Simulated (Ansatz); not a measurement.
# ClH3O2Sn: shift of H6 from Sn2 to O1

How high is the barrier for the shift of H6 from Sn2 to O1? Relax the two ends, then run a nudged elastic band between them. SMILES of the start: [OH][SnH]([OH])[Cl].

Method: RKS PBE-D4/def2-SVPD, in Ansatz 0.2.0.

### Step 1. The structure to begin with

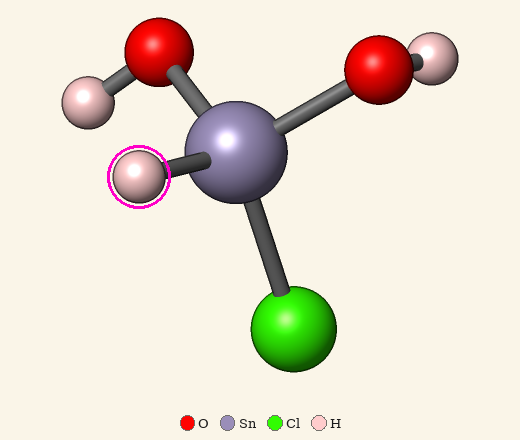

The starting structure, seen from a chosen angle (oxygen red, tin purple, chlorine green, hydrogen pink). Ringed: H6.

Coordinates:

```xyz
7

O    -0.1853    1.4544   -0.8268
Sn   -0.0870   -0.0741    0.3584
O     1.6858   -0.8714    0.1589
Cl   -1.6406   -1.6534   -0.2328
H    -1.1691    1.7937   -0.7520
H    -0.3302    0.4497    2.0158
H     1.7877   -1.1670   -0.7673
```

### Step 2. Relaxing end A

Input file input.yaml:

```yaml
crystal:
  periodic: [false, false, false]
  atoms:
    - { symbol: O, position_ang: [-0.1853, 1.4544, -0.8268] }
    - { symbol: Sn, position_ang: [-0.087, -0.0741, 0.3584] }
    - { symbol: O, position_ang: [1.6858, -0.8714, 0.1589] }
    - { symbol: Cl, position_ang: [-1.6406, -1.6534, -0.2328] }
    - { symbol: H, position_ang: [-1.1691, 1.7937, -0.752] }
    - { symbol: H, position_ang: [-0.3302, 0.4497, 2.0158] }
    - { symbol: H, position_ang: [1.7877, -1.167, -0.7673] }
basis:
  gaussian: { orbitals: def2-SVPD }
hamiltonian:
  xc: pbe
  dispersion: d4
relax:
  f_tol: 0.02
  max_steps: 50
```

Run with:

```bash
$ ansatz run input.yaml --threads 2 --pin off --max-ram 3072MiB --backend cpu --events-out ev --progress --plain --runs-dir out
```

The log of the run, cut to the lines that bear on the results:

```text
Warning: RAYON_NUM_THREADS=2 ignored (pool sized by the plan → 2); use --threads N
[...]
Functional definition: PBE
[...]
1191 factors; their error is unknown
[...]
mean field -22482.47749220 eV, -826.2158086676 hartree, gradient 2.3e-5 eV, S^2 0.000000; 0 other end points of the search recorded, 0 dependent functions left out
[...]
reference -22482.47754281 eV, -826.2158105276 hartree; 29, 29 occupied and 100, 100 virtual orbitals, 1191 factors
relax step   1: F+E_penalty+E_count = -22482.62843375 eV  Δ(F+E_penalty+E_count) = +0.000e0 eV  max|allowed force component| = 2.711e0 eV/Å  Δτ_max = 0.0000 Å  (30 SCF iters, accepted)
[...]
Total energy: -22482.96240607 eV, -826.2336289237 hartree
Atom 0 at    -0.316066     1.609582    -0.585749 Å, force    -0.012139     0.001136    -0.014289 eV/Å
Atom 1 at    -0.106545    -0.051967     0.521566 Å, force    -0.002196    -0.002186     0.002515 eV/Å
Atom 2 at     1.671332    -0.884240     0.129162 Å, force    -0.000219     0.001700    -0.008035 eV/Å
Atom 3 at    -1.851461    -1.498805    -0.221545 Å, force    -0.000245    -0.000515    -0.000707 eV/Å
Atom 4 at    -1.006606     1.486091    -1.264652 Å, force     0.013645     0.000695     0.012948 eV/Å
Atom 5 at    -0.161515     0.239272     2.204732 Å, force     0.001163    -0.000127     0.000831 eV/Å
Atom 6 at     1.832161    -0.968033    -0.829315 Å, force    -0.000009    -0.000704     0.006737 eV/Å
Dipole moment:    -0.045654     0.104801     0.004519 e Å
```

It took 15 s on 2 threads of AMD EPYC 9R45 (Zen 5), shared host; peak memory 0.18 GiB.

The steps of the relaxation:

| step | energy from step 1 (eV) | largest force component (eV/Å) |
| --- | --- | --- |
| 1 | 0.0000 | 2.7114 |
| 2 | -0.2809 | 1.1291 |
| 3 | -0.3058 | 0.5883 |
| 4 | -0.3104 | 0.1623 |
| 5 | -0.3187 | 0.2832 |
| 6x | -0.2286 | 2.1323 |
| 7 | -0.3303 | 0.0697 |
| 8x | -0.3249 | 0.6509 |
| 9 | -0.3321 | 0.0595 |
| 10 | -0.3333 | 0.0120 |
| 11x | -0.3325 | 0.2289 |
| 12 | -0.3336 | 0.0745 |
| 13 | -0.3339 | 0.0045 |
| 14 | -0.3339 | 0.0143 |

Step 1 is the start. 3 steps were tried and not accepted (marked x).

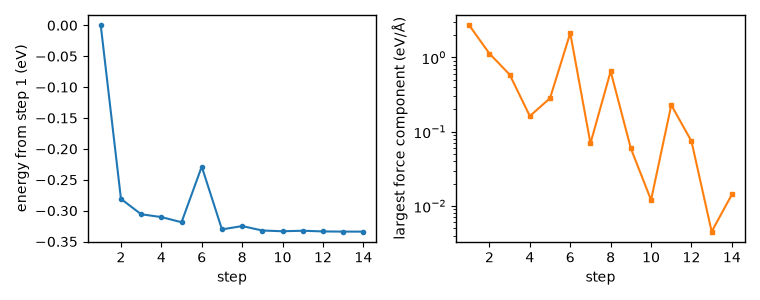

How energy and force went from step to step.

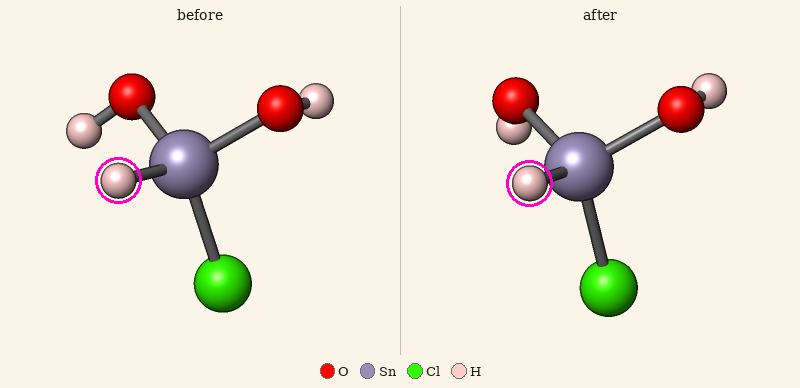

The structure before (left) and after (right), drawn at the same scale.

After: Bond lengths: O1–Sn2 2.008 Å, Sn2–O3 2.002 Å, Sn2–Cl4 2.385 Å, O1–H5 0.976 Å, Sn2–H6 1.709 Å, O3–H7 0.975 Å. Angles: O1–Sn2–O3 109.2°, O1–Sn2–Cl4 104.7°, O1–Sn2–H6 113.5°, O3–Sn2–Cl4 109.7°, O3–Sn2–H6 107.0°, Cl4–Sn2–H6 112.7°, Sn2–O1–H5 110.7°, Sn2–O3–H7 112.0°.

### Step 3. Relaxing end B

The second end starts from a geometry with the move made by hand.

input.yaml: that of step 2 with these lines changed.

```diff
@@ -8,3 +8,3 @@
     - { symbol: H, position_ang: [-1.1691, 1.7937, -0.752] }
-    - { symbol: H, position_ang: [-0.3302, 0.4497, 2.0158] }
+    - { symbol: H, position_ang: [0.755, 1.73951, -0.94783] }
     - { symbol: H, position_ang: [1.7877, -1.167, -0.7673] }
```

Run with:

```bash
$ ansatz run input.yaml --threads 2 --pin off --max-ram 3072MiB --backend cpu --events-out ev --progress --plain --runs-dir out
```

The log of the run, cut to the lines that bear on the results:

```text
Warning: RAYON_NUM_THREADS=2 ignored (pool sized by the plan → 2); use --threads N
[...]
[... 1 set-up line as earlier in the session ...]
[...]
1191 factors; their error is unknown
[...]
mean field -22480.80470358 eV, -826.1543348197 hartree, gradient 6.3e-5 eV, S^2 0.000000; 0 other end points of the search recorded, 0 dependent functions left out
[...]
reference -22480.80475379 eV, -826.1543366651 hartree; 29, 29 occupied and 100, 100 virtual orbitals, 1191 factors
[...]
relax step  12: F+E_penalty+E_count = -22484.13847396 eV  Δ(F+E_penalty+E_count) = -3.050e-2 eV  max|allowed force component| = 4.304e-1 eV/Å  Δτ_max = 0.1030 Å  (31 SCF iters, accepted)
[...]
relax step  13: F+E_penalty+E_count = -22484.15206841 eV  Δ(F+E_penalty+E_count) = -1.359e-2 eV  max|allowed force component| = 1.645e0 eV/Å  Δτ_max = 0.1646 Å  (37 SCF iters, accepted)
[...]
1191 factors; their error is unknown
```

### Step 4. More of the same log: end point B relaxed

The log, continued:

```text
mean field -22484.04877057 eV, -826.2735520829 hartree, gradient 1.2e-5 eV, S^2 0.000000; 0 other end points of the search recorded, 0 dependent functions left out
the calculation of the forces begins
reference -22484.04881716 eV, -826.2735537949 hartree; 29, 29 occupied and 100, 100 virtual orbitals, 1191 factors
relax step  14: F+E_penalty+E_count = -22484.21173791 eV  Δ(F+E_penalty+E_count) = -5.967e-2 eV  max|allowed force component| = 8.517e-1 eV/Å  Δτ_max = 0.1947 Å  (36 SCF iters, accepted)
these checks for a lower state are left out or cut short: starts, cluster_reference, orbital_swaps, neighbouring_geometries, increment
1191 factors; their error is unknown
mean field -22484.06831148 eV, -826.2742701979 hartree, gradient 1.2e-5 eV, S^2 0.000000; 0 other end points of the search recorded, 0 dependent functions left out
the calculation of the forces begins
reference -22484.06835714 eV, -826.2742718761 hartree; 29, 29 occupied and 100, 100 virtual orbitals, 1191 factors
relax step  15: F+E_penalty+E_count = -22484.23510404 eV  Δ(F+E_penalty+E_count) = -2.337e-2 eV  max|allowed force component| = 7.497e-1 eV/Å  Δτ_max = 0.1948 Å  (37 SCF iters, accepted)
these checks for a lower state are left out or cut short: starts, cluster_reference, orbital_swaps, neighbouring_geometries, increment
1191 factors; their error is unknown
mean field evaluation 128: about -22484.0188 eV, gradient 8.0e0 eV
mean field -22484.10478684 eV, -826.2756106429 hartree, gradient 8.6e-6 eV, S^2 0.000000; 0 other end points of the search recorded, 0 dependent functions left out
the calculation of the forces begins
reference -22484.10483245 eV, -826.2756123190 hartree; 29, 29 occupied and 100, 100 virtual orbitals, 1191 factors
relax step  16: F+E_penalty+E_count = -22484.27192592 eV  Δ(F+E_penalty+E_count) = -3.682e-2 eV  max|allowed force component| = 1.794e-1 eV/Å  Δτ_max = 0.1148 Å  (31 SCF iters, accepted)
these checks for a lower state are left out or cut short: starts, cluster_reference, orbital_swaps, neighbouring_geometries, increment
1191 factors; their error is unknown
mean field -22484.11142636 eV, -826.2758546407 hartree, gradient 1.5e-5 eV, S^2 0.000000; 0 other end points of the search recorded, 0 dependent functions left out
the calculation of the forces begins
reference -22484.11147196 eV, -826.2758563165 hartree; 29, 29 occupied and 100, 100 virtual orbitals, 1191 factors
relax step  17: F+E_penalty+E_count = -22484.27880625 eV  Δ(F+E_penalty+E_count) = -6.880e-3 eV  max|allowed force component| = 1.188e-1 eV/Å  Δτ_max = 0.0618 Å  (31 SCF iters, accepted)
these checks for a lower state are left out or cut short: starts, cluster_reference, orbital_swaps, neighbouring_geometries, increment
1191 factors; their error is unknown
mean field -22484.11360137 eV, -826.2759345709 hartree, gradient 1.2e-5 eV, S^2 0.000000; 0 other end points of the search recorded, 0 dependent functions left out
the calculation of the forces begins
reference -22484.11364687 eV, -826.2759362427 hartree; 29, 29 occupied and 100, 100 virtual orbitals, 1191 factors
relax step  18: F+E_penalty+E_count = -22484.28176347 eV  Δ(F+E_penalty+E_count) = -2.957e-3 eV  max|allowed force component| = 4.813e-2 eV/Å  Δτ_max = 0.0516 Å  (31 SCF iters, accepted)
these checks for a lower state are left out or cut short: starts, cluster_reference, orbital_swaps, neighbouring_geometries, increment
1191 factors; their error is unknown
mean field -22484.11426953 eV, -826.2759591253 hartree, gradient 1.3e-5 eV, S^2 0.000000; 0 other end points of the search recorded, 0 dependent functions left out
the calculation of the forces begins
reference -22484.11431496 eV, -826.2759607946 hartree; 29, 29 occupied and 100, 100 virtual orbitals, 1191 factors
relax step  19: F+E_penalty+E_count = -22484.28273461 eV  Δ(F+E_penalty+E_count) = -9.711e-4 eV  max|allowed force component| = 2.327e-2 eV/Å  Δτ_max = 0.0450 Å  (31 SCF iters, accepted)
these checks for a lower state are left out or cut short: starts, cluster_reference, orbital_swaps, neighbouring_geometries, increment
1191 factors; their error is unknown
mean field evaluation 160: about -22484.1141 eV, gradient 1.2e-3 eV
mean field -22484.11406869 eV, -826.2759517446 hartree, gradient 1.3e-5 eV, S^2 0.000000; 0 other end points of the search recorded, 0 dependent functions left out
the calculation of the forces begins
reference -22484.11411415 eV, -826.2759534150 hartree; 29, 29 occupied and 100, 100 virtual orbitals, 1191 factors
relax step  20: F+E_penalty+E_count = -22484.28241923 eV  Δ(F+E_penalty+E_count) = +3.154e-4 eV  max|allowed force component| = 7.382e-2 eV/Å  Δτ_max = 0.0075 Å  (32 SCF iters, rejected (line search))
these checks for a lower state are left out or cut short: starts, cluster_reference, orbital_swaps, neighbouring_geometries, increment
1191 factors; their error is unknown
mean field -22484.11444143 eV, -826.2759654426 hartree, gradient 1.3e-5 eV, S^2 0.000000; 0 other end points of the search recorded, 0 dependent functions left out
the calculation of the forces begins
reference -22484.11448687 eV, -826.2759671123 hartree; 29, 29 occupied and 100, 100 virtual orbitals, 1191 factors
relax step  21: F+E_penalty+E_count = -22484.28287237 eV  Δ(F+E_penalty+E_count) = -1.378e-4 eV  max|allowed force component| = 1.397e-2 eV/Å  Δτ_max = 0.0036 Å  (33 SCF iters, accepted)
1191 factors; their error is unknown
mean field -22484.11444143 eV, -826.2759654426 hartree, gradient 1.6e-5 eV, S^2 0.000000; 1 other end points of the search recorded, 0 dependent functions left out
the calculation of the forces begins
reference -22484.11448687 eV, -826.2759671123 hartree; 29, 29 occupied and 100, 100 virtual orbitals, 1191 factors
Total energy: -22484.28291780 eV, -826.2821568350 hartree
Atom 0 at    -0.154348     1.628575    -0.489660 Å, force    -0.000664     0.012584     0.007197 eV/Å
Atom 1 at    -0.072110    -0.242022     1.059357 Å, force     0.007948     0.001008    -0.003682 eV/Å
Atom 2 at     1.590615    -0.293899    -0.226595 Å, force    -0.013574    -0.013971     0.004782 eV/Å
Atom 3 at    -1.571595    -1.422935    -0.522932 Å, force    -0.003604     0.001262     0.000134 eV/Å
Atom 4 at    -0.859313     1.427147    -1.136509 Å, force     0.003639    -0.008990    -0.001990 eV/Å
Atom 5 at     0.665563     1.157080    -0.830253 Å, force    -0.006591     0.004115    -0.006421 eV/Å
Atom 6 at     1.547688    -1.032236    -0.862838 Å, force     0.012846     0.003991    -0.000020 eV/Å
Dipole moment:     0.061116     0.209703     0.156858 e Å
```

Run time: 22 s. Hardware: 2 threads of AMD EPYC 9R45 (Zen 5), shared host; peak memory 0.18 GiB.

Relaxation path:

| step | energy from step 1 (eV) | largest force component (eV/Å) |
| --- | --- | --- |
| 1 | 0.0000 | 7.3118 |
| 2 | -1.7432 | 3.7525 |
| 3 | -2.6394 | 1.2530 |
| 4 | -2.9989 | 0.8411 |
| 5 | -3.0288 | 1.7746 |
| 6x | -3.0242 | 0.6584 |
| 7 | -3.0983 | 0.2471 |
| 8 | -3.1143 | 0.2168 |
| 9x | -3.0907 | 1.6215 |
| 10 | -3.1306 | 0.3159 |
| 11 | -3.1492 | 0.4626 |
| 12 | -3.1797 | 0.4304 |
| 13 | -3.1933 | 1.6451 |
| 14 | -3.2530 | 0.8517 |
| 15 | -3.2763 | 0.7497 |
| 16 | -3.3131 | 0.1794 |
| 17 | -3.3200 | 0.1188 |
| 18 | -3.3230 | 0.0481 |
| 19 | -3.3240 | 0.0233 |
| 20x | -3.3236 | 0.0738 |
| 21 | -3.3241 | 0.0140 |

Step 1 is the start. 3 steps were tried and not accepted (marked x).

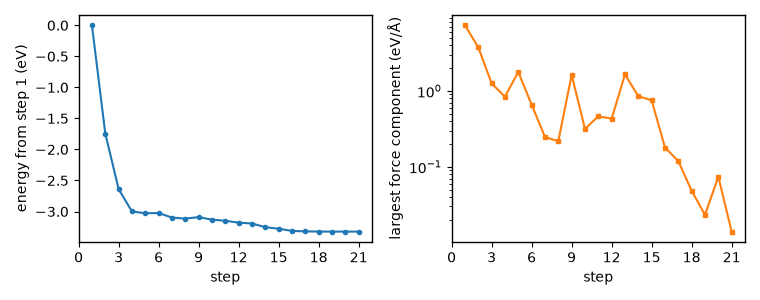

How energy and force went from step to step.

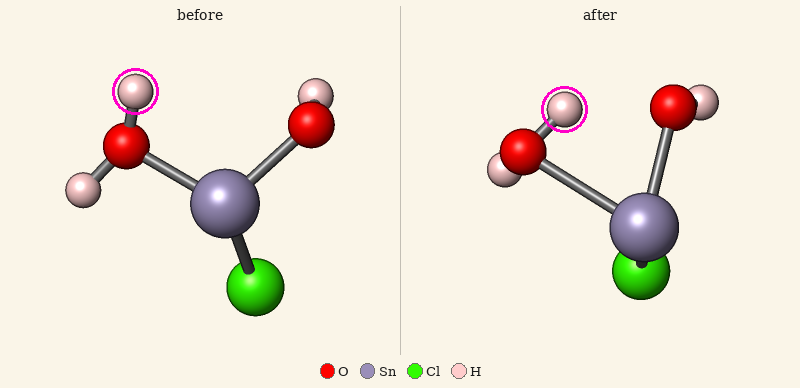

Before and after, at one scale.

After: Bond lengths: O1–Sn2 2.430 Å, Sn2–O3 2.103 Å, Sn2–Cl4 2.479 Å, O1–H5 0.978 Å, O1–H6 1.005 Å, O3–H7 0.976 Å. Angles: O1–Sn2–O3 69.9°, O1–Sn2–Cl4 86.5°, O3–Sn2–Cl4 94.4°, Sn2–O1–H5 106.7°, Sn2–O1–H6 80.1°, H5–O1–H6 105.5°, Sn2–O3–H7 112.5°.

### Step 5. Nudged elastic band

crystal.atoms is end A as relaxed above, and neb.final_atoms is end B, turned to lie on A. With 7 inner images the band has 9 in all. The start path is listed, through a guess of the saddle.

Input file input.yaml:

```yaml
crystal:
  periodic: [false, false, false]
  atoms:
    - { symbol: O, position_ang: [-0.316066, 1.609582, -0.585749] }
    - { symbol: Sn, position_ang: [-0.106545, -0.051967, 0.521566] }
    - { symbol: O, position_ang: [1.671332, -0.88424, 0.129162] }
    - { symbol: Cl, position_ang: [-1.851461, -1.498805, -0.221545] }
    - { symbol: H, position_ang: [-1.006606, 1.486091, -1.264652] }
    - { symbol: H, position_ang: [-0.161515, 0.239272, 2.204732] }
    - { symbol: H, position_ang: [1.832161, -0.968033, -0.829315] }
basis:
  gaussian: { orbitals: def2-SVPD }
hamiltonian:
  xc: pbe
  dispersion: d4
neb:
  order_check: false
  images: 7
  f_tol: 0.05
  max_iterations: 60
  final_atoms:
    - { symbol: O, position_ang: [-0.33926046, 1.42628039, 0.18263143] }
    - { symbol: Sn, position_ang: [-0.47473086, -0.72987947, 1.29527347] }
    - { symbol: O, position_ang: [1.39078464, -0.52039447, 0.34817994] }
    - { symbol: Cl, position_ang: [-1.63140181, -1.53944527, -0.74270711] }
    - { symbol: H, position_ang: [-0.91141755, 1.37093976, -0.60827703] }
    - { symbol: H, position_ang: [0.54252608, 1.03172873, -0.09548124] }
    - { symbol: H, position_ang: [1.48479997, -1.10732968, -0.42542046] }
  initial_path:
    images:
      - { positions_ang: [[-0.316066, 1.609582, -0.585749], [-0.106545, -0.051967, 0.521566], [1.671332, -0.88424, 0.129162], [-1.851461, -1.498805, -0.221545], [-1.006606, 1.486091, -1.264652], [-0.161515, 0.239272, 2.204732], [1.832161, -0.968033, -0.829315]] }
      - { positions_ang: [[-0.29658466, 1.56536853, -0.52834543], [-0.13228403, -0.1105724, 0.52497648], [1.65248346, -0.9169698, 0.18914717], [-1.80238433, -1.56063664, -0.28689265], [-1.06339307, 1.55015733, -1.02795109], [-0.11898382, 0.41420699, 1.85046329], [1.82244645, -1.00965401, -0.76719876]] }
      - { positions_ang: [[-0.27710332, 1.52115505, -0.47094186], [-0.15802307, -0.1691778, 0.52838697], [1.63363491, -0.9496996, 0.24913233], [-1.75330765, -1.62246828, -0.3522403], [-1.12018014, 1.61422365, -0.79125019], [-0.07645264, 0.58914199, 1.49619459], [1.81273191, -1.05127502, -0.70508253]] }
      - { positions_ang: [[-0.25762199, 1.47694158, -0.4135383], [-0.1837621, -0.22778319, 0.53179745], [1.61478637, -0.98242939, 0.3091175], [-1.70423098, -1.68429992, -0.41758796], [-1.17696721, 1.67828998, -0.55454928], [-0.03392145, 0.76407698, 1.14192588], [1.80301736, -1.09289603, -0.64296629]] }
      - { positions_ang: [[-0.23814065, 1.43272811, -0.35613473], [-0.20950113, -0.28638859, 0.53520793], [1.59593782, -1.01515919, 0.36910266], [-1.65515431, -1.74613156, -0.48293561], [-1.23375428, 1.7423563, -0.31784838], [0.00860973, 0.93901198, 0.78765718], [1.79330282, -1.13451704, -0.58085006]] }
      - { positions_ang: [[-0.2634206, 1.43111618, -0.22144319], [-0.27580857, -0.39726131, 0.72522432], [1.54464953, -0.89146801, 0.36387198], [-1.64921618, -1.69445998, -0.54787848], [-1.1531701, 1.64950217, -0.39045554], [0.14208882, 0.96219116, 0.56687257], [1.71617711, -1.1277202, -0.54199266]] }
      - { positions_ang: [[-0.28870055, 1.42950425, -0.08675165], [-0.342116, -0.50813403, 0.9152407], [1.49336123, -0.76777683, 0.3586413], [-1.64327806, -1.64278841, -0.61282136], [-1.07258592, 1.55664803, -0.4630627], [0.2755679, 0.98537035, 0.34608797], [1.63905139, -1.12092336, -0.50313526]] }
      - { positions_ang: [[-0.31398051, 1.42789232, 0.04793989], [-0.40842343, -0.61900675, 1.10525708], [1.44207293, -0.64408565, 0.35341062], [-1.63733993, -1.59111684, -0.67776423], [-0.99200174, 1.4637939, -0.53566986], [0.40904699, 1.00854954, 0.12530336], [1.56192568, -1.11412652, -0.46427786]] }
      - { positions_ang: [[-0.33926046, 1.42628039, 0.18263143], [-0.47473086, -0.72987947, 1.29527347], [1.39078464, -0.52039447, 0.34817994], [-1.63140181, -1.53944527, -0.74270711], [-0.91141755, 1.37093976, -0.60827703], [0.54252608, 1.03172873, -0.09548124], [1.48479997, -1.10732968, -0.42542046]] }
```

Run with:

```bash
$ ansatz run input.yaml --threads 2 --pin off --max-ram 3072MiB --backend cpu --events-out ev --progress --plain --runs-dir out
```

The log of the run, cut to the lines that bear on the results:

```text
Warning: RAYON_NUM_THREADS=2 ignored (pool sized by the plan → 2); use --threads N
[...]
[... 1 set-up line as earlier in the session ...]
[...]
1191 factors; their error is unknown
[...]
mean field -22482.81355467 eV, -826.2281587359 hartree, gradient 4.9e-5 eV, S^2 0.000000; 0 other end points of the search recorded, 0 dependent functions left out
[...]
reference -22482.81360500 eV, -826.2281605853 hartree; 29, 29 occupied and 100, 100 virtual orbitals, 1191 factors
[...]
Atom 3 at    -1.536346    -1.791842    -0.440541 Å, force    -0.000006     0.000016     0.000014 eV/Å
Atom 4 at    -1.131057     1.808525    -0.711166 Å, force     0.000114     0.000096    -0.000038 eV/Å
Atom 5 at    -0.516143     1.190636     1.401563 Å, force     0.000062    -0.000010     0.000082 eV/Å
Atom 6 at     1.705213    -1.698261    -0.655083 Å, force     0.000224     0.000080     0.000025 eV/Å
Dipole moment:    -0.174544    -0.000436     0.221408 e Å
this run last wrote the band of iteration 22 to <dir>
```

Wall time 2.6 min (2 threads of AMD EPYC 9R45 (Zen 5), shared host); peak memory 0.19 GiB.

(Part 1 of 2 ends here.)
